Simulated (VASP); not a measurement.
Band structure of Li2Se (antifluorite). Computed with LDA (Ceperley-Alder, Perdew-Zunger), VASP's LDA PAW potentials (set 64) (plane waves; VASP).

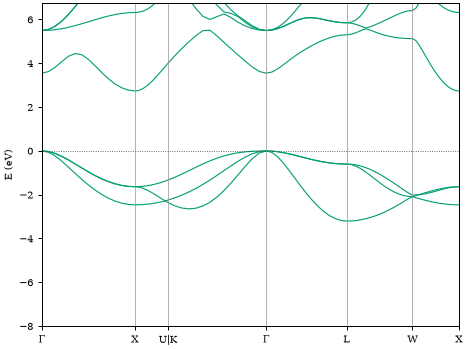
Figure: Bands along high-symmetry lines, zero at the valence-band maximum or, without a gap, the Fermi level

Read the plot: is there a gap, and where are the band edges?

The gap is indirect, 2.74 eV, from the valence maximum at Γ to the conduction minimum at X. (Edges off the drawn lines would not show.)

The compound is Li2Se in the antifluorite structure. It was relaxed first, which changed the volume by -7 %.
